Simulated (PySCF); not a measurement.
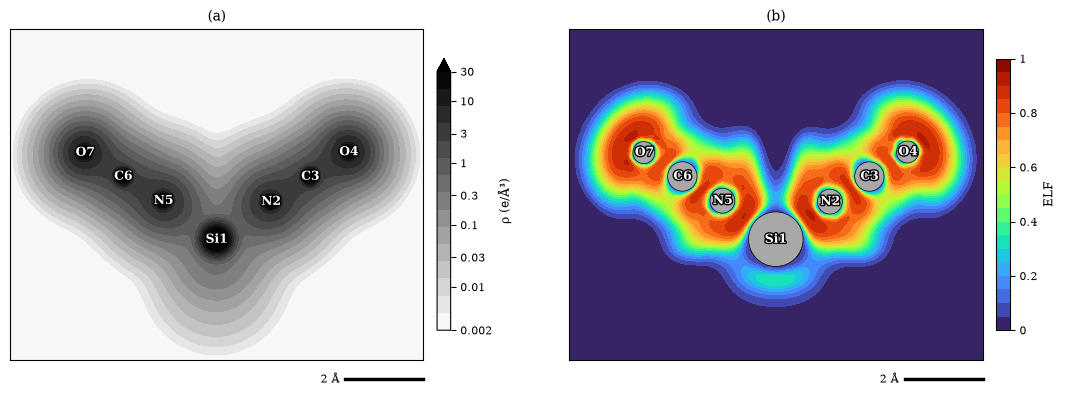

C₂Cl₂N₂O₂Si (SMILES O=C=N[Si](Cl)(Cl)N=C=O). (a) electron density; (b) ELF on the plane of atoms N2, Si1 and N5. Grey discs cover the atomic cores in the ELF map.

Geometry: PBE0-D3(BJ)/def2-SVP.

These are results of PBE0/pcSseg-1, SCF density, gas phase, non-relativistic (PySCF), not measurements.

Input

```
{"job": {"kind": "nmr", "xc": "PBE0", "basis": "pcSseg-1"}, "charge": 0, "multiplicity": 1}
Si    -0.630855    -0.071429    -0.483927
N     -0.696645     0.047481     1.199183
C     -0.790841     0.121818     2.392881
O     -0.876146     0.194629     3.549914
N      0.980954    -0.053461    -0.986951
C      2.092924    -0.019471    -1.436022
O      3.174280     0.012106    -1.860928
Cl    -1.609325     1.507874    -1.319459
Cl    -1.511618    -1.808995    -1.080349
```

Launched as:

```sh
OMP_NUM_THREADS=1 python probes_run.py task.json out
```

> Interpret the plot.

Atoms in the plane: Si, N, C and O.
C–O (1.16 Å): the density is about 3.6 e/Å³ at the midpoint; the ELF peaks at about 0.85 between the atoms; a short, multiple covalent bond.
C–N (1.20 Å): ρ at the midpoint is about 3 e/Å³; the ELF peaks at about 0.85 between the atoms: a multiple bond.
Si–N (1.69 Å): the density is about 1.1 e/Å³ at the midpoint; the ELF peaks at about 0.90 between the atoms: a shared but strongly polarised pair.
The ELF also peaks beside O7 and O4, away from the bonds: lone-pair regions.
